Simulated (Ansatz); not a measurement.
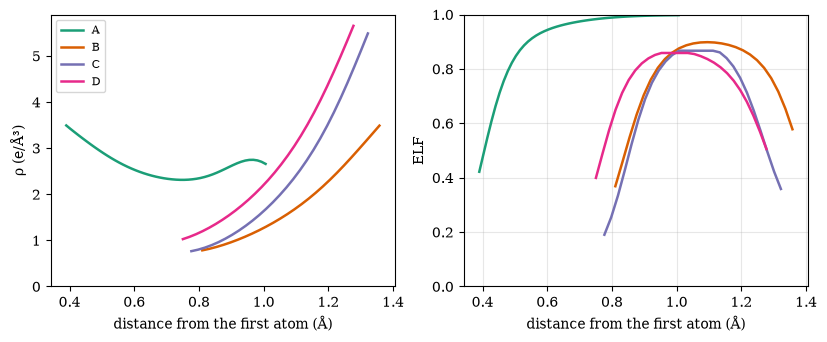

*AlH8NO2Si2 (SMILES [NH2][Al]([O][SiH3])[O][SiH3]). Electron density and ELF along straight lines between neighbouring atoms. The curves leave out the atomic cores.*

Geometry: PBE0-D4/def2-TZVP.

Level of theory: RKS PBE0-D4/def2-TZVPP in Ansatz.

```xyz
14

N    -0.9604   -1.2795   -2.2083
Al   -0.3457   -0.4587   -0.7880
O    -0.1314   -1.3150    0.6399
Si    0.2313   -1.7050    2.1720
O     0.0247    1.1767   -0.8664
Si    0.5006    2.6778   -0.4777
H    -1.2043   -2.2546   -2.2419
H    -1.1173   -0.8391   -3.0987
H    -0.9726   -2.2489    2.8555
H     0.7078   -0.5127    2.9253
H     1.3009   -2.7385    2.1929
H     1.7352    3.0300   -1.2290
H    -0.5661    3.6537   -0.8266
H     0.7845    2.7844    0.9798
```

Which curve belongs to which contact (Al–N, Al–O, N–H and Si–O)? The first atom named is at distance zero.

Answer. Curve A: N–H (1.01 Å): ρ at the midpoint is about 2.9 e/Å³; the ELF climbs to about 1 towards the hydrogen, as it does in any bond to H (a covalent bond by its length). Curve B: Al–N (1.75 Å): ρ is about 0.9 e/Å³ halfway; the ELF peaks at about 0.90 in the valence shell of N, 0.7 Å from its nucleus, and is about 0.65 at the midpoint. Curve C: Al–O (1.68 Å): ρ at the midpoint is about 0.9 e/Å³; the ELF peaks at about 0.85 in the valence shell of O, 0.7 Å from its nucleus, and is about 0.45 at the midpoint. Curve D: Si–O (1.62 Å): ρ is about 1.2 e/Å³ halfway; the ELF peaks at about 0.85 between the atoms: a short, strongly polar bond.
